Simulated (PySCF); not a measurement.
# C₃H₇F: NMR shifts at several levels of theory, part 2 of 2

PySCF 2.14.0. Atoms count from 0. The steps go on from the part before.

## 9. Nuclear shieldings: PBE0/STO-3G

The job: settings as JSON, then the geometry in Å.

```
{"job": {"kind": "nmr", "xc": "PBE0", "basis": "STO-3G", "pop": true}, "charge": 0, "multiplicity": 1}
C     -1.193117    -0.442926     0.212738
C     -0.114976     0.530563    -0.205169
C      1.285586    -0.029035    -0.105112
F     -0.197973     1.651871     0.604334
H     -1.027380    -0.774730     1.249340
H     -1.194041    -1.328668    -0.439770
H     -2.183207     0.031767     0.156277
H     -0.304855     0.872969    -1.239405
H      1.493883    -0.354562     0.925788
H      1.410129    -0.893296    -0.774326
H      2.025847     0.735143    -0.382236
```

With the program's defaults for keys left out, this is: GIAO PBE0/STO-3G NMR shielding, non-relativistic, gas phase.

Output:

```text
coarse grid: 8688 points
cycle   1  E = -215.2627866714  dE =  2.039e-01  |g| = 3.684e-01  |ddm| = 3.750e+00
cycle   2  E = -215.2784803003  dE = -1.569e-02  |g| = 3.498e-01  |ddm| = 1.036e+00
cycle   3  E = -215.3160428367  dE = -3.756e-02  |g| = 2.480e-02  |ddm| = 4.668e-01
cycle   4  E = -215.3162451648  dE = -2.023e-04  |g| = 6.730e-03  |ddm| = 4.517e-02
cycle   5  E = -215.3162587488  dE = -1.358e-05  |g| = 1.580e-03  |ddm| = 1.052e-02
cycle   6  E = -215.3162595614  dE = -8.126e-07  |g| = 1.012e-04  |ddm| = 2.343e-03
final grid: 82832 points
cycle   7  E = -215.2953809160  dE = -6.327e-06  |g| = 4.269e-03  |ddm| = 1.282e-02
cycle   8  E = -215.2953819577  dE = -1.042e-06  |g| = 3.868e-03  |ddm| = 1.051e-02
cycle   9  E = -215.2953865784  dE = -4.621e-06  |g| = 1.239e-04  |ddm| = 5.017e-03
cycle  10  E = -215.2953865830  dE = -4.582e-09  |g| = 2.059e-05  |ddm| = 1.797e-04
cycle  11  E = -215.2953865831  dE = -1.368e-10  |g| = 4.253e-06  |ddm| = 3.596e-05
converged SCF energy = -215.2953865831

GIAO shielding tensors (ppm)
atom      isotropic    diamagn.    paramagn.     s11        s22        s33       span
  0 C      214.340     245.201     -30.861    205.546    208.417    229.055     23.509
  1 C      173.052     246.185     -73.133    148.025    159.559    211.573     63.548
  2 C      214.334     245.203     -30.869    205.543    208.403    229.056     23.512
  3 F      435.165     454.461     -19.296    411.961    443.010    450.523     38.563
  4 H       31.781      30.749       1.033     27.087     29.427     38.830     11.743
  5 H       31.877      30.650       1.227     26.941     29.318     39.372     12.431
  6 H       31.561      29.748       1.813     26.520     28.404     39.757     13.238
  7 H       30.648      30.851      -0.203     26.704     28.501     36.739     10.036
  8 H       31.781      30.751       1.030     27.086     29.429     38.828     11.742
  9 H       31.876      30.649       1.227     26.942     29.314     39.373     12.431
 10 H       31.561      29.749       1.812     26.518     28.407     39.757     13.238
```

It took 2.4 s on 1 thread, shared host.

In short: δ C1 61.6, C0 20.4, F3 -130.8, H7 1.96, H4 0.87 ppm (means over like atoms).

## 10. NMR shieldings: PBE0/6-31G

Same as in step 9 but for these lines:

```diff
@@ -1,2 +1,2 @@
-{"job": {"kind": "nmr", "xc": "PBE0", "basis": "STO-3G", "pop": true}, "charge": 0, "multiplicity": 1}
+{"job": {"kind": "nmr", "xc": "PBE0", "basis": "6-31G", "pop": true}, "charge": 0, "multiplicity": 1}
 C     -1.193117    -0.442926     0.212738
```

With the program's defaults for keys left out, this is: GIAO PBE0/6-31G NMR shielding, non-relativistic, gas phase.

Output:

```text
coarse grid: 8688 points
cycle   1  E = -218.0455899376  dE =  2.309e-01  |g| = 5.287e-01  |ddm| = 2.654e+00
cycle   2  E = -218.0163817325  dE =  2.921e-02  |g| = 6.999e-01  |ddm| = 1.111e+00
cycle   3  E = -218.1018280232  dE = -8.545e-02  |g| = 5.894e-02  |ddm| = 6.320e-01
cycle   4  E = -218.1025976683  dE = -7.696e-04  |g| = 1.592e-02  |ddm| = 6.113e-02
cycle   5  E = -218.1026554162  dE = -5.775e-05  |g| = 9.634e-04  |ddm| = 1.691e-02
cycle   6  E = -218.1026556012  dE = -1.851e-07  |g| = 5.425e-04  |ddm| = 1.679e-03
final grid: 82832 points
cycle   7  E = -218.0831683178  dE = -1.076e-05  |g| = 7.462e-03  |ddm| = 1.446e-02
cycle   8  E = -218.0831606708  dE =  7.647e-06  |g| = 9.901e-03  |ddm| = 1.478e-02
cycle   9  E = -218.0831811987  dE = -2.053e-05  |g| = 8.198e-04  |ddm| = 8.267e-03
cycle  10  E = -218.0831813302  dE = -1.315e-07  |g| = 5.297e-05  |ddm| = 7.467e-04
cycle  11  E = -218.0831813308  dE = -5.759e-10  |g| = 1.499e-05  |ddm| = 6.501e-05
converged SCF energy = -218.0831813308

GIAO shielding tensors (ppm)
atom      isotropic    diamagn.    paramagn.     s11        s22        s33       span
  0 C      175.509     248.072     -72.564    159.735    168.464    198.328     38.594
  1 C      118.568     237.114    -118.546     82.364    100.945    172.395     90.031
  2 C      175.497     248.072     -72.575    159.695    168.471    198.325     38.630
  3 F      380.847     471.147     -90.300    362.429    380.328    399.785     37.356
  4 H       31.193      29.552       1.641     28.031     29.741     35.805      7.774
  5 H       31.581      29.570       2.011     27.693     29.838     37.211      9.517
  6 H       30.910      29.301       1.609     27.106     28.571     37.053      9.946
  7 H       27.790      28.767      -0.978     25.649     26.478     31.242      5.593
  8 H       31.192      29.552       1.640     28.031     29.743     35.802      7.772
  9 H       31.580      29.570       2.010     27.695     29.835     37.212      9.517
 10 H       30.910      29.303       1.608     27.107     28.572     37.052      9.945
```

It took 4.6 s on 1 thread, shared host.

In short: δ C1 81.0, C0 24.0, F3 -203.5, H7 4.82, H4 1.38 ppm (means over like atoms).

## 11. NMR shieldings: PBE0/6-31G*

Same as in step 10 but for these lines:

```diff
@@ -1,2 +1,2 @@
-{"job": {"kind": "nmr", "xc": "PBE0", "basis": "6-31G", "pop": true}, "charge": 0, "multiplicity": 1}
+{"job": {"kind": "nmr", "xc": "PBE0", "basis": "6-31G*", "pop": true}, "charge": 0, "multiplicity": 1}
 C     -1.193117    -0.442926     0.212738
```

Level: GIAO PBE0/6-31G* NMR shielding, non-relativistic, gas phase.

Output:

```text
coarse grid: 8688 points
cycle   1  E = -218.0914445240  dE =  1.804e-01  |g| = 5.372e-01  |ddm| = 2.643e+00
cycle   2  E = -218.0679798779  dE =  2.346e-02  |g| = 6.802e-01  |ddm| = 9.841e-01
cycle   3  E = -218.1475627857  dE = -7.958e-02  |g| = 6.364e-02  |ddm| = 5.587e-01
cycle   4  E = -218.1483622889  dE = -7.995e-04  |g| = 1.957e-02  |ddm| = 6.149e-02
cycle   5  E = -218.1484509063  dE = -8.862e-05  |g| = 1.935e-03  |ddm| = 1.832e-02
cycle   6  E = -218.1484517124  dE = -8.062e-07  |g| = 3.508e-04  |ddm| = 2.094e-03
final grid: 82832 points
cycle   7  E = -218.1283020262  dE = -1.690e-05  |g| = 8.111e-03  |ddm| = 1.523e-02
cycle   8  E = -218.1282930682  dE =  8.958e-06  |g| = 1.079e-02  |ddm| = 1.479e-02
cycle   9  E = -218.1283172269  dE = -2.416e-05  |g| = 8.974e-04  |ddm| = 8.009e-03
cycle  10  E = -218.1283173807  dE = -1.538e-07  |g| = 1.185e-04  |ddm| = 8.067e-04
cycle  11  E = -218.1283173832  dE = -2.508e-09  |g| = 1.675e-05  |ddm| = 9.534e-05
cycle  12  E = -218.1283173833  dE = -6.372e-11  |g| = 4.462e-06  |ddm| = 2.269e-05
converged SCF energy = -218.1283173833

GIAO shielding tensors (ppm)
atom      isotropic    diamagn.    paramagn.     s11        s22        s33       span
  0 C      171.028     249.503     -78.475    156.595    164.085    192.404     35.809
  1 C      113.825     236.207    -122.382     79.227     96.407    165.841     86.613
  2 C      171.016     249.503     -78.487    156.556    164.092    192.400     35.844
  3 F      385.341     470.104     -84.763    369.618    382.886    403.519     33.901
  4 H       30.759      29.877       0.882     27.837     29.520     34.920      7.083
  5 H       31.096      29.771       1.325     27.460     29.467     36.362      8.902
  6 H       30.436      29.142       1.295     26.873     28.319     36.117      9.244
  7 H       27.139      28.288      -1.149     25.141     26.120     30.156      5.015
  8 H       30.759      29.878       0.880     27.836     29.523     34.917      7.081
  9 H       31.096      29.771       1.325     27.462     29.463     36.363      8.901
 10 H       30.437      29.143       1.294     26.874     28.321     36.116      9.242
```

Run time: 5.7 s. Hardware: 1 thread, shared host.

In short: δ C1 80.3, C0 23.1, F3 -186.4, H7 4.82, H4 1.20 ppm (means over like atoms).

## 12. NMR shieldings: PBE0/6-311+G(2d,p)

Same as in step 11 but for these lines:

```diff
@@ -1,2 +1,2 @@
-{"job": {"kind": "nmr", "xc": "PBE0", "basis": "6-31G*", "pop": true}, "charge": 0, "multiplicity": 1}
+{"job": {"kind": "nmr", "xc": "PBE0", "basis": "6-311+G(2d,p)", "pop": true}, "charge": 0, "multiplicity": 1}
 C     -1.193117    -0.442926     0.212738
```

With the program's defaults for keys left out, this is: GIAO PBE0/6-311+G(2d,p) NMR shielding, non-relativistic, gas phase.

Output:

```text
coarse grid: 8688 points
cycle   1  E = -218.1518167452  dE =  1.806e-01  |g| = 5.199e-01  |ddm| = 2.319e+00
cycle   2  E = -218.1207176199  dE =  3.110e-02  |g| = 7.125e-01  |ddm| = 7.932e-01
cycle   3  E = -218.2024190366  dE = -8.170e-02  |g| = 7.676e-02  |ddm| = 4.603e-01
cycle   4  E = -218.2033981784  dE = -9.791e-04  |g| = 2.688e-02  |ddm| = 5.628e-02
cycle   5  E = -218.2035468936  dE = -1.487e-04  |g| = 3.119e-03  |ddm| = 1.832e-02
cycle   6  E = -218.2035486441  dE = -1.750e-06  |g| = 5.061e-04  |ddm| = 2.413e-03
final grid: 82832 points
cycle   7  E = -218.2053785199  dE = -4.836e-05  |g| = 7.085e-03  |ddm| = 3.090e-02
cycle   8  E = -218.2053728941  dE =  5.626e-06  |g| = 8.920e-03  |ddm| = 1.015e-02
cycle   9  E = -218.2053904242  dE = -1.753e-05  |g| = 1.077e-03  |ddm| = 5.642e-03
cycle  10  E = -218.2053905835  dE = -1.592e-07  |g| = 2.891e-04  |ddm| = 7.186e-04
cycle  11  E = -218.2053905965  dE = -1.300e-08  |g| = 2.858e-05  |ddm| = 1.825e-04
cycle  12  E = -218.2053905966  dE = -1.469e-10  |g| = 1.006e-05  |ddm| = 3.169e-05
converged SCF energy = -218.2053905966

GIAO shielding tensors (ppm)
atom      isotropic    diamagn.    paramagn.     s11        s22        s33       span
  0 C      163.185     247.022     -83.837    147.476    155.040    187.039     39.563
  1 C      100.705     240.102    -139.397     63.377     82.103    156.634     93.257
  2 C      163.175     247.027     -83.852    147.443    155.047    187.035     39.592
  3 F      367.579     466.604     -99.025    345.366    366.210    391.160     45.793
  4 H       30.412      30.087       0.325     27.499     29.112     34.624      7.126
  5 H       30.574      30.263       0.311     26.909     28.620     36.192      9.283
  6 H       30.004      29.177       0.827     26.487     27.779     35.744      9.257
  7 H       26.818      29.733      -2.916     24.842     25.920     29.690      4.848
  8 H       30.411      30.089       0.322     27.498     29.115     34.621      7.123
  9 H       30.573      30.264       0.309     26.911     28.617     36.193      9.282
 10 H       30.004      29.179       0.825     26.489     27.780     35.743      9.254
```

Run time: 14 s. Hardware: 1 thread, shared host.

This run: δ C1 85.7, C0 23.3, F3 -192.8, H7 4.69, H4 1.18 ppm (means over like atoms).

## 13. Shielding tensors: PBE0/def2-SVP

Same as in step 12 but for these lines:

```diff
@@ -1,2 +1,2 @@
-{"job": {"kind": "nmr", "xc": "PBE0", "basis": "6-311+G(2d,p)", "pop": true}, "charge": 0, "multiplicity": 1}
+{"job": {"kind": "nmr", "xc": "PBE0", "basis": "def2-SVP", "pop": true}, "charge": 0, "multiplicity": 1}
 C     -1.193117    -0.442926     0.212738
```

Method: GIAO PBE0/def2-SVP NMR shielding, non-relativistic, gas phase.

Output:

```text
coarse grid: 8688 points
cycle   1  E = -217.8905385420  dE =  1.568e-01  |g| = 5.124e-01  |ddm| = 2.999e+00
cycle   2  E = -217.8669431777  dE =  2.360e-02  |g| = 6.572e-01  |ddm| = 1.073e+00
cycle   3  E = -217.9413205098  dE = -7.438e-02  |g| = 5.986e-02  |ddm| = 6.129e-01
cycle   4  E = -217.9419856335  dE = -6.651e-04  |g| = 2.209e-02  |ddm| = 6.346e-02
cycle   5  E = -217.9421000466  dE = -1.144e-04  |g| = 2.190e-03  |ddm| = 2.196e-02
cycle   6  E = -217.9421010142  dE = -9.676e-07  |g| = 2.947e-04  |ddm| = 2.381e-03
final grid: 82832 points
cycle   7  E = -217.9733796159  dE = -1.963e-05  |g| = 7.387e-03  |ddm| = 2.038e-02
cycle   8  E = -217.9733723926  dE =  7.223e-06  |g| = 9.642e-03  |ddm| = 1.422e-02
cycle   9  E = -217.9733925409  dE = -2.015e-05  |g| = 8.504e-04  |ddm| = 7.928e-03
cycle  10  E = -217.9733926736  dE = -1.328e-07  |g| = 1.238e-04  |ddm| = 8.784e-04
cycle  11  E = -217.9733926764  dE = -2.786e-09  |g| = 1.378e-05  |ddm| = 1.050e-04
cycle  12  E = -217.9733926764  dE = -4.161e-11  |g| = 3.106e-06  |ddm| = 2.585e-05
converged SCF energy = -217.9733926764

GIAO shielding tensors (ppm)
atom      isotropic    diamagn.    paramagn.     s11        s22        s33       span
  0 C      170.962     247.129     -76.167    156.747    163.701    192.438     35.692
  1 C      112.192     241.899    -129.707     75.336     94.240    166.999     91.664
  2 C      170.950     247.128     -76.178    156.706    163.709    192.435     35.728
  3 F      389.309     469.918     -80.609    372.047    388.909    406.971     34.925
  4 H       30.268      30.418      -0.150     27.263     28.859     34.683      7.420
  5 H       30.541      30.330       0.212     26.783     28.640     36.202      9.419
  6 H       29.927      29.011       0.916     26.345     27.577     35.857      9.512
  7 H       26.865      29.983      -3.118     24.887     25.760     29.948      5.061
  8 H       30.268      30.420      -0.152     27.262     28.862     34.679      7.417
  9 H       30.541      30.329       0.212     26.784     28.636     36.203      9.418
 10 H       29.927      29.013       0.914     26.346     27.579     35.856      9.510
```

It took 6.6 s on 1 thread, shared host.

In short: δ C1 81.5, C0 22.8, F3 -174.7, H7 4.48, H4 1.10 ppm (means over like atoms).

## 14. Shielding tensors: PBE0/def2-TZVP

Same as in step 13 but for these lines:

```diff
@@ -1,2 +1,2 @@
-{"job": {"kind": "nmr", "xc": "PBE0", "basis": "def2-SVP", "pop": true}, "charge": 0, "multiplicity": 1}
+{"job": {"kind": "nmr", "xc": "PBE0", "basis": "def2-TZVP", "pop": true}, "charge": 0, "multiplicity": 1}
 C     -1.193117    -0.442926     0.212738
```

Level: GIAO PBE0/def2-TZVP NMR shielding, non-relativistic, gas phase.

Output:

```text
coarse grid: 8688 points
cycle   1  E = -218.1745384629  dE =  1.761e-01  |g| = 5.273e-01  |ddm| = 2.132e+00
cycle   2  E = -218.1446041985  dE =  2.993e-02  |g| = 7.142e-01  |ddm| = 9.119e-01
cycle   3  E = -218.2261165853  dE = -8.151e-02  |g| = 7.476e-02  |ddm| = 5.618e-01
cycle   4  E = -218.2270306866  dE = -9.141e-04  |g| = 2.814e-02  |ddm| = 5.416e-02
cycle   5  E = -218.2271939064  dE = -1.632e-04  |g| = 3.052e-03  |ddm| = 1.984e-02
cycle   6  E = -218.2271956197  dE = -1.713e-06  |g| = 4.991e-04  |ddm| = 3.070e-03
final grid: 82832 points
cycle   7  E = -218.2239186343  dE = -5.650e-05  |g| = 7.178e-03  |ddm| = 4.064e-02
cycle   8  E = -218.2239129004  dE =  5.734e-06  |g| = 8.972e-03  |ddm| = 9.994e-03
cycle   9  E = -218.2239304212  dE = -1.752e-05  |g| = 1.084e-03  |ddm| = 5.464e-03
cycle  10  E = -218.2239305799  dE = -1.586e-07  |g| = 2.901e-04  |ddm| = 9.025e-04
cycle  11  E = -218.2239305934  dE = -1.357e-08  |g| = 2.925e-05  |ddm| = 2.193e-04
cycle  12  E = -218.2239305936  dE = -1.580e-10  |g| = 8.946e-06  |ddm| = 3.641e-05
converged SCF energy = -218.2239305936

GIAO shielding tensors (ppm)
atom      isotropic    diamagn.    paramagn.     s11        s22        s33       span
  0 C      162.787     247.203     -84.416    147.562    154.131    186.669     39.107
  1 C       98.704     236.959    -138.254     61.035     79.638    155.441     94.406
  2 C      162.776     247.205     -84.429    147.527    154.137    186.665     39.138
  3 F      367.255     467.080     -99.825    347.124    363.138    391.503     44.379
  4 H       30.393      30.073       0.320     27.480     29.130     34.570      7.090
  5 H       30.531      30.069       0.462     26.882     28.610     36.101      9.219
  6 H       29.990      29.398       0.591     26.500     27.781     35.688      9.188
  7 H       26.796      29.695      -2.899     24.906     25.919     29.564      4.659
  8 H       30.393      30.075       0.318     27.479     29.133     34.566      7.087
  9 H       30.531      30.069       0.462     26.884     28.607     36.102      9.218
 10 H       29.990      29.400       0.590     26.502     27.782     35.687      9.185
```

It took 16 s on 1 thread, shared host.

This run: δ C1 87.9, C0 23.9, F3 -188.4, H7 4.68, H4 1.18 ppm (means over like atoms).

## 15. Run by run: NMR shifts

Shifts (ppm), means over like atoms, with basis size and wall time (the measured row can stand on another reference than the computed rows):

```csv
run,C1,C0,H7,H4,F3,functions,time
WP04/pcSseg-2,94.0,24.9,4.55,1.23,-190.7,242,26 s
B97-2/pcSseg-2,89.6,24.7,4.67,1.21,-189.1,242,26 s
BHandHLYP/pcSseg-2,87.7,24.9,4.51,1.24,-176.1,242,26 s
CAM-B3LYP/pcSseg-2,91.4,25.3,4.68,1.26,-181.8,242,36 s
wB97X-D/pcSseg-2,89.9,25.0,4.61,1.22,-184.0,242,34 s
LC-wPBE/pcSseg-2,90.1,24.9,4.62,1.23,-174.3,242,48 s
PBE0/STO-3G,61.6,20.4,1.96,0.87,-130.8,27,2.4 s
PBE0/6-31G,81.0,24.0,4.82,1.38,-203.5,50,4.6 s
PBE0/6-31G*,80.3,23.1,4.82,1.20,-186.4,70,5.7 s
"PBE0/6-311+G(2d,p)",85.7,23.3,4.69,1.18,-192.8,150,14 s
PBE0/def2-SVP,81.5,22.8,4.48,1.10,-174.7,91,6.6 s
PBE0/def2-TZVP,87.9,23.9,4.68,1.18,-188.4,166,16 s
measured,87.3,22.6,4.84,1.34,-165.2,–,–
```

Measured: solution, not stated per compound (mostly CDCl3 or CCl4); Pretsch, Buehlmann, Badertscher, Structure Determination of Organic Compounds, 4th ed. (2009); G. Saielli, R. Bini, A. Bagno, Computational 19F NMR. 2. Organic compounds, RSC Adv. 2014, ESI (exp. from Berger-Braun-Kalinowski 1994 and Everett 1995).

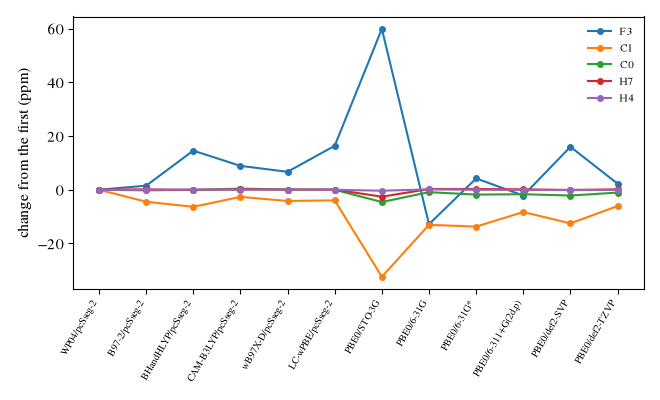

How the tabulated atoms move from run to run.

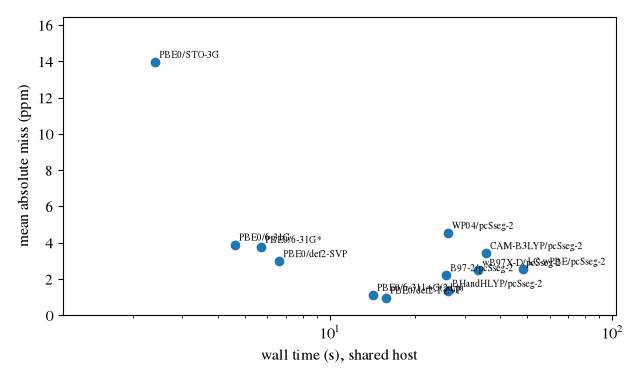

Cost against miss for the 2 measured ¹³C shifts.

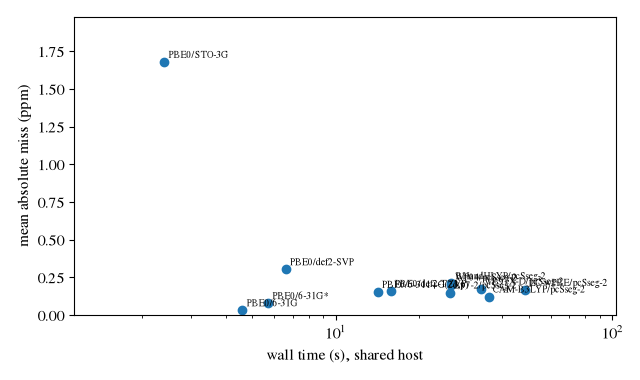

Cost against miss for the 2 measured ¹H shifts.

## 16. What came out

The summary covers parts 1 to 2.

| quantity | value |
| --- | --- |
| point group | Cs |
| rotational constants (main isotopes) | 8.79, 8.13, 4.82 GHz |
| ¹³C shifts against TMS (WP04/pcSseg-2, means over atoms taken as alike) | 94.0, 24.9 ppm |
| ¹H shifts against TMS (WP04/pcSseg-2, means over atoms taken as alike) | 4.55, 1.23 ppm |
| ¹⁹F shifts against CFCl3 (WP04/pcSseg-2) | -190.7 ppm |
| measured, and computed on the same scale | C1 δ 87.3, 94.0; C0 δ 22.6, 24.9; H7 δ 4.84, 4.55; H4 δ 1.34, 1.23; F3 δ -165.2, -190.7 ppm |
| range of the shift of F3 | -203.5 to -130.8 ppm |
| property runs in this session | 12, of which 0 failed and 1 gave unsound results |

**Reading.** Single values in the summary come from the first run of each kind that ended normally (WP04/pcSseg-2), which need not be the best level. Over 3 steps the energy fell by 0.024 eV; of the close pairs, C1–F3 changed most, 1.362 to 1.385 Å. No frequency check was run at this level, so the end point may be a saddle. The most deshielded carbon is C1 (sp3 CH bonded to F), at 94.0 ppm: deshielded by the electronegative neighbour. Against the measured ¹³C shifts the unscaled results are off by 4.5 ppm on average (signed mean +4.5, 2 signals). 2 measured ¹H shifts can be compared: mean absolute error 0.20 ppm, mean signed error -0.20 ppm. The one measured ¹⁹F shift is missed by -25.5 ppm (computed less measured, unscaled). Vibration, temperature and solvent are missing from the calculation, and it holds one conformer, so part of the miss against the measured shifts is not the functional's. In ppm, F3 moves most: its shift spreads over 72.7 ppm, from -203.5 (PBE0/6-31G) to -130.8 (PBE0/STO-3G). A minimal basis is unusable for shieldings, so that end is no result. One molecule ranks no method: errors cancel, and vibration and temperature are missing from all runs.
